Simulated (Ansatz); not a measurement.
**CH2AlN (SMILES N#[C][AlH2]): CCSD/STO-3G**

Aim: the vertical ionisation energy of CH2AlN at CCSD/STO-3G, from 2 runs. 

The results are computed with Ansatz 0.2.0.

72 further runs of the same task are left out: 3 that didn't finish, 69 set aside as unsound or not needed.

**1. The molecule**

CH2AlN has 5 atoms, charge 0, and is taken as a singlet. SMILES: `N#[C][AlH2]`. The coordinates come from a PBE0-D4/def2-TZVP relaxation.

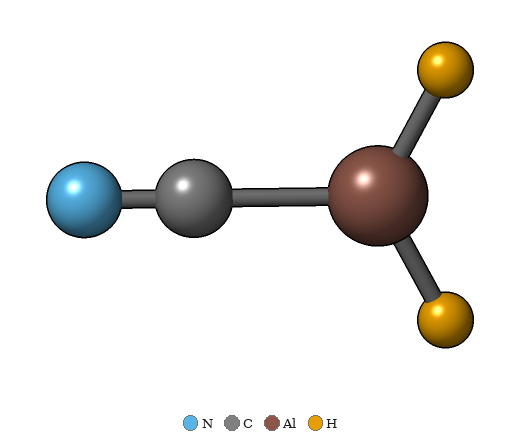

The structure, seen from a chosen angle (nitrogen blue, carbon grey, aluminium brown, hydrogen amber).

**2. The energy at CCSD/STO-3G**

Input file input.yaml:

```yaml
basis:
  gaussian: {orbitals: STO-3G}
crystal:
  periodic: [false, false, false]
  atoms:
    - {symbol: "N", position_ang: [1.382300, -1.346000, 1.394200]}
    - {symbol: C, position_ang: [0.714200, -0.698000, 0.711800]}
    - {symbol: Al, position_ang: [-0.407200, 0.390000, -0.434600]}
    - {symbol: H, position_ang: [-1.629700, -0.322900, -1.120200]}
    - {symbol: H, position_ang: [-0.009700, 1.903200, -0.592600]}
total_charge: 0
correlation: {method: ccsd, frozen_orbitals: {Al: 5, C: 1, H: 0, "N": 1}}
accuracy: high
scf: {omitted_lower_state_checks: [cluster_reference, increment]}
```

The run is started by

```console
$ ansatz run input.yaml --threads 1 --pin off --max-ram 2610MiB --events-out events.jsonl --progress --plain --runs-dir runs
```

What it wrote, cut to the lines that bear on the results:

```text
Warning: RAYON_NUM_THREADS=1 ignored (pool sized by the plan → 1); use --threads N
Functional definition: HF
  name "HF"
[...]
374 factors; integrals over basis functions are off by at most 9.3e-9 eV
[...]
mean field -9015.56094448 eV, -331.3157537431 hartree, gradient 7.4e-8 eV, S^2 0.000000; 0 other end points of the search recorded, 0 dependent functions left out
7 core orbitals not correlated: weight in the atoms' cores, before any rotation towards them, 0.999 or more for the frozen orbitals, at most 0.000 for the correlated occupied ones
reference -9015.56094448 eV, -331.3157537431 hartree; 7, 7 occupied and 7, 7 virtual orbitals, 374 factors
second order -4.86550227 eV of doubles, -0.00000000 eV of singles
cycle   1  -4.95115864 eV  change   -8.6e-2 eV  update   6.8e-2
[...]
cycle  21  -5.29613268 eV  change    1.6e-9 eV  update  6.0e-10
Total energy: -9020.85707716 eV, -331.5103830293 hartree
Checks for a lower state left out: cluster_reference, increment
```

Wall time 0.18 s (1 thread of Arm Neoverse V1, shared host).

**3. The doublet cation**

Input file molecule.yaml:

```yaml
crystal:
  periodic: [false, false, false]
  atoms:
    - symbol: "N"
      position_ang: [1.382300, -1.346000, 1.394200]
    - symbol: C
      position_ang: [0.714200, -0.698000, 0.711800]
    - symbol: Al
      position_ang: [-0.407200, 0.390000, -0.434600]
    - symbol: H
      position_ang: [-1.629700, -0.322900, -1.120200]
    - symbol: H
      position_ang: [-0.009700, 1.903200, -0.592600]
basis:
  gaussian:
    orbitals: STO-3G
total_charge: 1
magnetization:
  spin_polarized: true
  initial_magnetization: 1
correlation:
  method: ccsd
  frozen_orbitals: {Al: 5, C: 1, H: 0, "N": 1}
accuracy: high
scf:
  omitted_lower_state_checks: [cluster_reference, increment]
```

The run is started by

```console
$ ansatz run molecule.yaml --threads 1 --pin off --max-ram 2610MiB --events-out events.jsonl --progress --plain --runs-dir runs
```

What it wrote, cut to the lines that bear on the results:

```text
Warning: RAYON_NUM_THREADS=1 ignored (pool sized by the plan → 1); use --threads N
[... 2 set-up lines as earlier in the session ...]
[...]
374 factors; integrals over basis functions are off by at most 9.3e-9 eV
[...]
mean field -9006.83395079 eV, -330.9950426401 hartree, gradient 1.9e-8 eV, S^2 1.068205; 16 other end points of the search recorded, 0 dependent functions left out
7 core orbitals not correlated: weight in the atoms' cores, before any rotation towards them, 0.999 or more for the frozen orbitals, at most 0.001 for the correlated occupied ones
reference -9006.83395079 eV, -330.9950426401 hartree; 7, 6 occupied and 7, 8 virtual orbitals, 374 factors
second order -3.61849342 eV of doubles, -0.00000000 eV of singles
cycle   1  -4.04732108 eV  change   -4.3e-1 eV  update   1.1e-1
[...]
cycle  35  -5.07147666 eV  change   9.2e-10 eV  update   1.5e-9
Total energy: -9011.90542744 eV, -331.1814159696 hartree
Checks for a lower state left out: cluster_reference, increment
```

Run time: 0.68 s. Hardware: 1 thread of Arm Neoverse V1, shared host.

**4. What came out**

Level: CCSD/STO-3G, 7 core orbitals frozen.

```
                                                   quantity          value
                               singlet CH2AlN: total energy  -331.51038 Eh
singlet CH2AlN: correlation energy (7 core orbitals frozen)     -194.6 mEh
                              singlet CH2AlN: T1 diagnostic          0.007
                               doublet cation: total energy  -331.18142 Eh
doublet cation: correlation energy (7 core orbitals frozen)     -186.4 mEh
          doublet cation: ⟨S²⟩ of the reference determinant          1.068
                              doublet cation: T1 diagnostic          0.073
         vertical ionisation energy (to the doublet cation)       8.952 eV
```

The vertical ionisation energy comes to 8.95 eV (864 kJ/mol). In a minimal basis such a difference can be off by several eV, whatever the method. ⟨S²⟩ (doublet cation) is 1.07 where a pure doublet has 0.75: the reference is spin-contaminated. The T1 diagnostic (doublet cation) of 0.073 is above the customary mark for such species, so a single reference may not serve.
